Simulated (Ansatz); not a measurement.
# CCSDTQ/STO-3G run of GeO (SMILES [O]=[Ge])

Aim: the energy change on altering one bond length of GeO at CCSDTQ/STO-3G, from 2 runs. 

The results are computed with Ansatz 0.2.0.

28 further runs of the same task are left out: 24 that didn't finish, 4 set aside as unsound or not needed.

## Step 1: The system as given

GeO: 2 atoms, total charge 0, spin state singlet. SMILES: `[O]=[Ge]`. Geometry: relaxed at PBE0-D4/def2-TZVP.

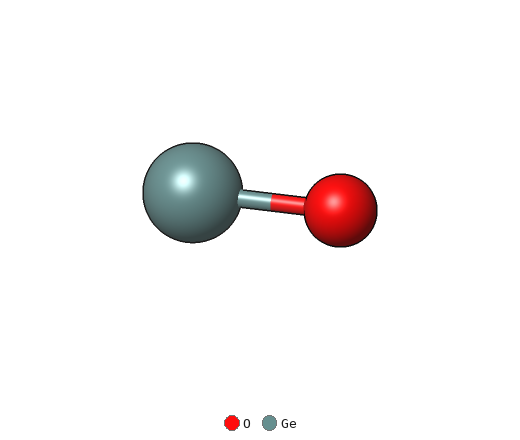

Viewed from a chosen angle; oxygen red, germanium teal.

## Step 2: A single-point energy at CCSDTQ/STO-3G

The input, molecule.yaml:

```yaml
crystal:
  periodic: [false, false, false]
  atoms:
    - {symbol: O, position_ang: [-0.000000, -0.000000, -0.023040]}
    - {symbol: Ge, position_ang: [0.000000, 0.000000, 1.599530]}
basis:
  gaussian: {orbitals: STO-3G}
magnetization: {spin_polarized: false}
correlation: {method: ccsdtq, frozen_orbitals: {Ge: 9, O: 1}}
accuracy: high
scf: {omitted_lower_state_checks: [cluster_reference, increment]}
```

On the command line:

```
ansatz run molecule.yaml --threads 1 --pin off --max-ram 3480MiB --events-out events.jsonl --progress --plain --runs-dir runs
```

What it wrote:

```text
Warning: RAYON_NUM_THREADS=1 ignored (pool sized by the plan → 1); use --threads N
Functional definition: HF
  name "HF"
  exchange = exact_x
  correlation = 0
these checks for a lower state are left out or cut short: cluster_reference, increment
303 factors; integrals over basis functions are off by at most 2.6e-8 eV
mean field evaluation 1: about -57833.7205 eV, gradient 3.3e1 eV
mean field evaluation 2: about -57833.7602 eV, gradient 3.3e1 eV
mean field evaluation 4: about -57838.9891 eV, gradient 5.6e0 eV
mean field evaluation 8: about -57839.0828 eV, gradient 2.9e-2 eV
mean field -57839.08283750 eV, -2125.5470895396 hartree, gradient 2.8e-8 eV, S^2 0.000000; 0 other end points of the search recorded, 0 dependent functions left out; unrestricted orbitals would lower it
10 core orbitals not correlated: weight in the atoms' cores, before any rotation towards them, 1.000 or more for the frozen orbitals, at most 0.000 for the correlated occupied ones
reference -57839.08283750 eV, -2125.5470895396 hartree; 10, 10 occupied and 3, 3 virtual orbitals, 303 factors
second order -4.38916055 eV of doubles, -0.00000000 eV of singles
cycle   1  -2.96972422 eV  change     1.4e0 eV  update   2.9e-1
cycle   2  -4.14836914 eV  change    -1.2e0 eV  update   3.4e-1
cycle   3  -4.28781102 eV  change   -1.4e-1 eV  update   3.0e-2
cycle   4  -4.34271204 eV  change   -5.5e-2 eV  update   1.8e-2
cycle   5  -4.34988595 eV  change   -7.2e-3 eV  update   4.8e-3
cycle   6  -4.35449037 eV  change   -4.6e-3 eV  update   2.2e-3
cycle   7  -4.35146339 eV  change    3.0e-3 eV  update   9.4e-4
cycle   8  -4.35360370 eV  change   -2.1e-3 eV  update   6.8e-4
cycle   9  -4.35372134 eV  change   -1.2e-4 eV  update   3.1e-4
cycle  10  -4.35363650 eV  change    8.5e-5 eV  update   1.9e-4
cycle  11  -4.35361775 eV  change    1.9e-5 eV  update   9.3e-5
cycle  12  -4.35361589 eV  change    1.9e-6 eV  update   4.9e-5
cycle  13  -4.35357136 eV  change    4.5e-5 eV  update   1.9e-5
cycle  14  -4.35357532 eV  change   -4.0e-6 eV  update   1.7e-5
cycle  15  -4.35357345 eV  change    1.9e-6 eV  update   1.3e-5
cycle  16  -4.35357174 eV  change    1.7e-6 eV  update   1.1e-5
cycle  17  -4.35357163 eV  change    1.1e-7 eV  update   3.1e-6
cycle  18  -4.35357140 eV  change    2.3e-7 eV  update   1.7e-6
cycle  19  -4.35357122 eV  change    1.8e-7 eV  update   8.6e-7
cycle  20  -4.35357139 eV  change   -1.7e-7 eV  update   2.7e-7
cycle  21  -4.35357140 eV  change   -8.8e-9 eV  update   2.9e-7
cycle  22  -4.35357075 eV  change    6.5e-7 eV  update   1.3e-7
cycle  23  -4.35357063 eV  change    1.2e-7 eV  update   9.7e-8
cycle  24  -4.35357063 eV  change   -3.9e-9 eV  update   1.4e-7
cycle  25  -4.35357060 eV  change    3.0e-8 eV  update   4.1e-8
cycle  26  -4.35357057 eV  change    3.8e-8 eV  update   8.5e-8
cycle  27  -4.35357056 eV  change    2.8e-9 eV  update   9.8e-8
cycle  28  -4.35357057 eV  change   -2.1e-9 eV  update   2.1e-8
cycle  29  -4.35357057 eV  change   -1.8e-9 eV  update   1.3e-8
cycle  30  -4.35357057 eV  change   -1.1e-9 eV  update   2.1e-8
cycle  31  -4.35357057 eV  change   -1.9e-9 eV  update   1.2e-8
cycle  32  -4.35357057 eV  change    1.3e-9 eV  update   8.7e-9
cycle  33  -4.35357057 eV  change  -1.2e-10 eV  update   3.7e-9
cycle  34  -4.35357057 eV  change  -3.9e-10 eV  update   3.9e-9
cycle  35  -4.35357057 eV  change  -1.5e-10 eV  update   2.1e-9
Total energy: -57843.43640807 eV, -2125.7070803071 hartree
Checks for a lower state left out: cluster_reference, increment
```

Wall time 15 s (1 thread of Arm Neoverse V2, shared host); peak memory 0.64 GiB.

## Step 3: The distorted shape, same level

The input, in.yaml:

```yaml
crystal:
  periodic: [false, false, false]
  atoms:
    - {symbol: O, position_ang: [-0.000000, -0.000000, -0.428670]}
    - {symbol: Ge, position_ang: [0.000000, 0.000000, 1.599530]}
basis:
  gaussian:
    orbitals: STO-3G
correlation:
  method: ccsdtq
  frozen_orbitals: {Ge: 9, O: 1}
accuracy: high
scf:
  omitted_lower_state_checks: [cluster_reference, increment]
```

On the command line:

```
ansatz run in.yaml --threads 1 --pin off --max-ram 3480MiB --events-out events.jsonl --progress --plain --runs-dir runs
```

What it wrote:

```text
Warning: RAYON_NUM_THREADS=1 ignored (pool sized by the plan → 1); use --threads N
[... 4 set-up lines as earlier in the session ...]
these checks for a lower state are left out or cut short: cluster_reference, increment
294 factors; integrals over basis functions are off by at most 2.3e-8 eV
mean field evaluation 1: about -57822.8624 eV, gradient 4.3e1 eV
mean field evaluation 2: about -57822.8979 eV, gradient 4.3e1 eV
mean field evaluation 4: about -57834.1099 eV, gradient 1.2e1 eV
mean field evaluation 8: about -57834.7305 eV, gradient 9.8e-1 eV
mean field evaluation 16: about -57834.7248 eV, gradient 9.0e-8 eV
mean field evaluation 32: about -57833.4740 eV, gradient 8.7e0 eV
mean field -57834.72476035 eV, -2125.3869331586 hartree, gradient 9.0e-8 eV, S^2 0.000000; 2 other end points of the search recorded, 0 dependent functions left out; unrestricted orbitals would lower it
10 core orbitals not correlated: weight in the atoms' cores, before any rotation towards them, 1.000 or more for the frozen orbitals, at most 0.000 for the correlated occupied ones
reference -57834.72476035 eV, -2125.3869331586 hartree; 10, 10 occupied and 3, 3 virtual orbitals, 294 factors
second order -5.03800378 eV of doubles, -0.00000000 eV of singles
cycle   1  -2.16882682 eV  change     2.9e0 eV  update   6.2e-1
cycle   2  -5.17714690 eV  change    -3.0e0 eV  update    1.1e0
cycle   3  -5.80707463 eV  change   -6.3e-1 eV  update   2.2e-1
cycle   4  -6.07020771 eV  change   -2.6e-1 eV  update   3.9e-1
cycle   5  -5.92342707 eV  change    1.5e-1 eV  update   9.7e-2
cycle   6  -6.01654775 eV  change   -9.3e-2 eV  update   4.1e-2
cycle   7  -6.00224493 eV  change    1.4e-2 eV  update   3.1e-2
cycle   8  -6.09910901 eV  change   -9.7e-2 eV  update   4.0e-2
cycle   9  -6.08852696 eV  change    1.1e-2 eV  update   7.8e-3
cycle  10  -6.09064441 eV  change   -2.1e-3 eV  update   2.1e-3
cycle  11  -6.09180362 eV  change   -1.2e-3 eV  update   1.9e-3
cycle  12  -6.09215074 eV  change   -3.5e-4 eV  update   1.4e-3
cycle  13  -6.09136395 eV  change    7.9e-4 eV  update   1.4e-3
cycle  14  -6.09099797 eV  change    3.7e-4 eV  update   4.0e-4
cycle  15  -6.09141990 eV  change   -4.2e-4 eV  update   1.7e-4
cycle  16  -6.09142444 eV  change   -4.5e-6 eV  update   2.2e-4
cycle  17  -6.09143757 eV  change   -1.3e-5 eV  update   2.1e-4
cycle  18  -6.09143452 eV  change    3.0e-6 eV  update   2.2e-4
cycle  19  -6.09143760 eV  change   -3.1e-6 eV  update   3.0e-4
cycle  20  -6.09142833 eV  change    9.3e-6 eV  update   4.2e-4
cycle  21  -6.09143025 eV  change   -1.9e-6 eV  update   3.7e-5
cycle  22  -6.09142851 eV  change    1.7e-6 eV  update   5.5e-6
cycle  23  -6.09142844 eV  change    6.8e-8 eV  update   7.6e-6
cycle  24  -6.09142799 eV  change    4.5e-7 eV  update   4.8e-6
cycle  25  -6.09142823 eV  change   -2.3e-7 eV  update   9.5e-7
cycle  26  -6.09142794 eV  change    2.8e-7 eV  update   1.7e-6
cycle  27  -6.09142784 eV  change    1.0e-7 eV  update   4.0e-7
cycle  28  -6.09142784 eV  change    1.8e-9 eV  update   3.7e-7
cycle  29  -6.09142789 eV  change   -5.5e-8 eV  update   1.7e-7
cycle  30  -6.09142791 eV  change   -1.2e-8 eV  update   1.1e-6
cycle  31  -6.09142791 eV  change   -3.0e-9 eV  update   2.4e-7
cycle  32  -6.09142792 eV  change   -1.3e-8 eV  update   6.9e-8
cycle  33  -6.09142794 eV  change   -1.5e-8 eV  update   1.5e-8
cycle  34  -6.09142794 eV  change   -2.2e-9 eV  update   9.9e-8
cycle  35  -6.09142794 eV  change    2.8e-9 eV  update   3.0e-8
cycle  36  -6.09142793 eV  change    1.6e-9 eV  update   5.5e-9
cycle  37  -6.09142794 eV  change  -7.8e-10 eV  update   1.1e-8
cycle  38  -6.09142793 eV  change   1.1e-10 eV  update   4.7e-9
cycle  39  -6.09142793 eV  change  -3.6e-11 eV  update   2.7e-9
cycle  40  -6.09142793 eV  change  -9.1e-12 eV  update   3.4e-9
cycle  41  -6.09142794 eV  change  -1.7e-10 eV  update   2.1e-9
Total energy: -57840.81618829 eV, -2125.6107890063 hartree
Checks for a lower state left out: cluster_reference, increment
```

It took 16 s on 1 thread of Arm Neoverse V2, shared host; peak memory 0.64 GiB.

## Step 4: Results

Level: CCSDTQ/STO-3G, 10 core orbitals frozen.

| quantity | value |
| --- | --- |
| first shape: total energy | -2125.70708 Eh |
| first shape: correlation energy (10 core orbitals frozen) | -160.0 mEh |
| first shape: T1 diagnostic | 0.022 |
| distorted shape: total energy | -2125.61079 Eh |
| distorted shape: correlation energy (10 core orbitals frozen) | -223.9 mEh |
| distorted shape: T1 diagnostic | 0.085 |
| energy change with the O1–Ge2 bond stretched from 1.623 to 2.028 Å | 2.620 eV |

What this shows: With the O1–Ge2 bond stretched from 1.623 to 2.028 Å the energy rises by 2.62 eV (60 kcal/mol). The first shape isn't relaxed at this level, so the change isn't measured from a minimum. The minimal basis adds a large error of its own. The restricted solution (first shape) is unstable to spin breaking: an unrestricted one lies lower. The restricted solution (distorted shape) is unstable to spin breaking: an unrestricted one lies lower.
